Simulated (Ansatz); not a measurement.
# Al33Ga15O72: the cost of one run

Program: Ansatz 0.2.0, PAW, plane waves. These are calculated values, not measurements.

**1. The starting cell**

120 atoms (33 Al, 15 Ga, 72 O); a = 11.957 Å, b = 8.877 Å, c = 11.379 Å, α = 90.00°, β = 103.96°, γ = 90.00°. All atoms were shaken off their sites by about 0.02 Å along each axis.

The runs, in order: (2) PBEsol cell relaxation at the single k point (¼, ¼, ¼), on 1 × NVIDIA H100 80GB HBM3 with 4 threads of AMD EPYC 7R13; (3) HSE06 single point at the Γ point alone, on 1 × NVIDIA H100 80GB HBM3 with 4 threads of AMD EPYC 7R13.

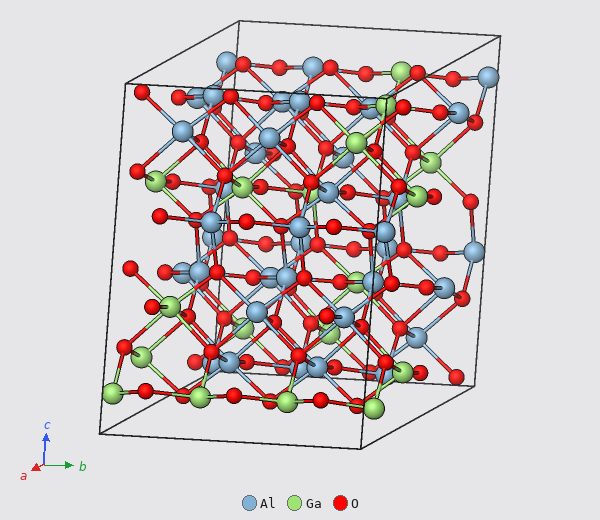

The starting cell, seen slightly off an axis (aluminium light blue, gallium green, oxygen red). Atoms on faces are repeated.

**2. PBEsol relaxation of the cell and the positions**

Contents of in.yaml:

```yaml
crystal:
  lattice:
    - [11.956654, 0.000000, -0.020358]
    - [0.000000, 8.876597, 0.000000]
    - [-2.725741, 0.000000, 11.047585]
  atoms:
    - { symbol: Al, position: [0.409136, 0.166751, 0.104417] }
    - { symbol: Al, position: [0.412430, 0.167550, 0.601827] }
    - { symbol: Al, position: [0.408966, 0.500601, 0.103798] }
    - { symbol: Al, position: [0.411167, 0.830508, 0.099502] }
    - { symbol: Al, position: [0.408679, 0.829654, 0.598804] }
    - { symbol: Al, position: [0.159586, 0.165968, 0.657696] }
    - { symbol: Al, position: [0.154629, 0.500187, 0.658718] }
    - { symbol: Al, position: [0.158230, 0.831573, 0.159900] }
    - { symbol: Al, position: [0.093414, 0.000354, 0.399519] }
    - { symbol: Al, position: [0.089776, 0.003041, 0.897550] }
    - { symbol: Al, position: [0.091065, 0.337954, 0.397427] }
    - { symbol: Al, position: [0.090100, 0.332407, 0.897121] }
    - { symbol: Al, position: [0.089398, 0.666280, 0.395786] }
    - { symbol: Al, position: [0.912457, 0.993137, 0.603446] }
    - { symbol: Al, position: [0.907022, 0.327736, 0.601636] }
    - { symbol: Al, position: [0.908391, 0.666297, 0.602477] }
    - { symbol: Al, position: [0.659821, 0.333483, 0.157751] }
    - { symbol: Al, position: [0.657868, 0.669143, 0.158208] }
    - { symbol: Al, position: [0.656754, 0.660882, 0.655944] }
    - { symbol: Al, position: [0.344331, 0.000382, 0.341988] }
    - { symbol: Al, position: [0.341590, 0.003777, 0.841080] }
    - { symbol: Al, position: [0.343657, 0.335214, 0.342951] }
    - { symbol: Al, position: [0.344776, 0.330328, 0.844973] }
    - { symbol: Al, position: [0.341420, 0.667424, 0.839629] }
    - { symbol: Al, position: [0.590098, 0.165603, 0.395547] }
    - { symbol: Al, position: [0.589773, 0.168529, 0.899488] }
    - { symbol: Al, position: [0.587948, 0.498146, 0.393947] }
    - { symbol: Al, position: [0.589047, 0.498443, 0.896969] }
    - { symbol: Al, position: [0.591872, 0.830112, 0.396555] }
    - { symbol: Al, position: [0.837729, 0.163873, 0.841410] }
    - { symbol: Al, position: [0.841978, 0.499998, 0.341178] }
    - { symbol: Al, position: [0.841271, 0.498127, 0.837032] }
    - { symbol: Al, position: [0.842392, 0.833487, 0.340716] }
    - { symbol: Ga, position: [0.404227, 0.498837, 0.602410] }
    - { symbol: Ga, position: [0.158126, 0.168718, 0.157487] }
    - { symbol: Ga, position: [0.159906, 0.499587, 0.157269] }
    - { symbol: Ga, position: [0.156985, 0.835164, 0.659083] }
    - { symbol: Ga, position: [0.088805, 0.670513, 0.897670] }
    - { symbol: Ga, position: [0.909396, 0.001237, 0.099465] }
    - { symbol: Ga, position: [0.910416, 0.336247, 0.103274] }
    - { symbol: Ga, position: [0.911761, 0.669998, 0.104367] }
    - { symbol: Ga, position: [0.657585, 0.996210, 0.157541] }
    - { symbol: Ga, position: [0.657223, 0.000793, 0.659351] }
    - { symbol: Ga, position: [0.657248, 0.332786, 0.656731] }
    - { symbol: Ga, position: [0.342356, 0.665172, 0.343123] }
    - { symbol: Ga, position: [0.590010, 0.829524, 0.900023] }
    - { symbol: Ga, position: [0.841798, 0.167384, 0.341953] }
    - { symbol: Ga, position: [0.842323, 0.831197, 0.838194] }
    - { symbol: O, position: [0.334878, 0.165502, 0.446737] }
    - { symbol: O, position: [0.338754, 0.168205, 0.943444] }
    - { symbol: O, position: [0.334621, 0.501216, 0.442759] }
    - { symbol: O, position: [0.334598, 0.500032, 0.947225] }
    - { symbol: O, position: [0.336314, 0.832831, 0.441942] }
    - { symbol: O, position: [0.336714, 0.834524, 0.947374] }
    - { symbol: O, position: [0.326268, 0.162775, 0.216052] }
    - { symbol: O, position: [0.327689, 0.166863, 0.718180] }
    - { symbol: O, position: [0.324812, 0.494064, 0.215731] }
    - { symbol: O, position: [0.328183, 0.503089, 0.716380] }
    - { symbol: O, position: [0.329000, 0.836330, 0.216989] }
    - { symbol: O, position: [0.325449, 0.834376, 0.718384] }
    - { symbol: O, position: [0.003100, 0.166690, 0.370444] }
    - { symbol: O, position: [0.004480, 0.169264, 0.873923] }
    - { symbol: O, position: [0.006301, 0.504990, 0.371016] }
    - { symbol: O, position: [0.003954, 0.499699, 0.870284] }
    - { symbol: O, position: [0.002462, 0.834055, 0.372762] }
    - { symbol: O, position: [0.004268, 0.833767, 0.870379] }
    - { symbol: O, position: [0.163391, 0.996966, 0.055252] }
    - { symbol: O, position: [0.164700, 0.002125, 0.555923] }
    - { symbol: O, position: [0.162550, 0.331873, 0.054530] }
    - { symbol: O, position: [0.162118, 0.331461, 0.556278] }
    - { symbol: O, position: [0.163556, 0.665997, 0.054315] }
    - { symbol: O, position: [0.163281, 0.667651, 0.551498] }
    - { symbol: O, position: [0.835413, 0.002813, 0.442797] }
    - { symbol: O, position: [0.837109, 0.997635, 0.945796] }
    - { symbol: O, position: [0.837615, 0.335016, 0.446664] }
    - { symbol: O, position: [0.835832, 0.336469, 0.948039] }
    - { symbol: O, position: [0.837644, 0.668670, 0.444580] }
    - { symbol: O, position: [0.835141, 0.667023, 0.943902] }
    - { symbol: O, position: [0.171634, 0.999998, 0.280556] }
    - { symbol: O, position: [0.175753, 0.000548, 0.784021] }
    - { symbol: O, position: [0.171652, 0.336069, 0.282389] }
    - { symbol: O, position: [0.173558, 0.332189, 0.782595] }
    - { symbol: O, position: [0.172610, 0.666613, 0.282008] }
    - { symbol: O, position: [0.171940, 0.665378, 0.782595] }
    - { symbol: O, position: [0.828693, 0.999487, 0.216779] }
    - { symbol: O, position: [0.828551, 0.999222, 0.718150] }
    - { symbol: O, position: [0.826094, 0.331560, 0.217491] }
    - { symbol: O, position: [0.828201, 0.333487, 0.720752] }
    - { symbol: O, position: [0.826464, 0.664578, 0.221082] }
    - { symbol: O, position: [0.830598, 0.665510, 0.716796] }
    - { symbol: O, position: [0.495774, 0.995140, 0.126874] }
    - { symbol: O, position: [0.496420, 0.998293, 0.629927] }
    - { symbol: O, position: [0.495885, 0.330690, 0.129335] }
    - { symbol: O, position: [0.496665, 0.334484, 0.629313] }
    - { symbol: O, position: [0.496913, 0.667740, 0.128845] }
    - { symbol: O, position: [0.493719, 0.667224, 0.627514] }
    - { symbol: O, position: [0.501687, 0.997632, 0.371894] }
    - { symbol: O, position: [0.505189, 0.001933, 0.871717] }
    - { symbol: O, position: [0.504606, 0.335873, 0.371972] }
    - { symbol: O, position: [0.503593, 0.334288, 0.869776] }
    - { symbol: O, position: [0.504292, 0.669149, 0.373797] }
    - { symbol: O, position: [0.504783, 0.670512, 0.872796] }
    - { symbol: O, position: [0.661702, 0.168215, 0.055690] }
    - { symbol: O, position: [0.661697, 0.166813, 0.557224] }
    - { symbol: O, position: [0.662770, 0.501822, 0.054361] }
    - { symbol: O, position: [0.663973, 0.494386, 0.554182] }
    - { symbol: O, position: [0.664841, 0.834453, 0.056272] }
    - { symbol: O, position: [0.663677, 0.832485, 0.554733] }
    - { symbol: O, position: [0.672045, 0.167485, 0.283323] }
    - { symbol: O, position: [0.674855, 0.168121, 0.781564] }
    - { symbol: O, position: [0.673626, 0.497874, 0.280600] }
    - { symbol: O, position: [0.673290, 0.500281, 0.783828] }
    - { symbol: O, position: [0.674495, 0.831890, 0.282708] }
    - { symbol: O, position: [0.674152, 0.832013, 0.783627] }
    - { symbol: O, position: [0.995797, 0.162103, 0.128826] }
    - { symbol: O, position: [0.997833, 0.167777, 0.628122] }
    - { symbol: O, position: [0.994165, 0.499814, 0.129909] }
    - { symbol: O, position: [0.995791, 0.498826, 0.626473] }
    - { symbol: O, position: [0.993226, 0.830957, 0.130976] }
    - { symbol: O, position: [0.995269, 0.832451, 0.626009] }
  symmetry: { detect: false }
kpoints:
  mp_grid: { grid: [1, 1, 1], shift: [0.25, 0.25, 0.25] }
hamiltonian:
  xc: pbesol
scf:
  occupations: { method: fermi_dirac, width: 0.01 }
relax:
  f_tol: 0.03
  max_steps: 80
  escape_saddle: false
  adjacent_minimum: "off"
  cell: { fix: [alpha, beta, gamma] }
output:
  forces: true
  eigenvalues: true
  populations: true
  write_density: true
  write_potential: true
  elf: true
  volumetric_format: npy
```

Started as:

```sh
$ ansatz run in.yaml --threads 4 --pin off --max-ram 42750MiB --runs-dir r --events-out ev --progress --plain --backend cuda --devices 0, --max-vram 37GiB
```

What time and memory should one allow on 1 × NVIDIA H100 80GB HBM3 with 4 threads of AMD EPYC 7R13, shared host?

About 14 s, with a peak of 1.6 GiB on the host.
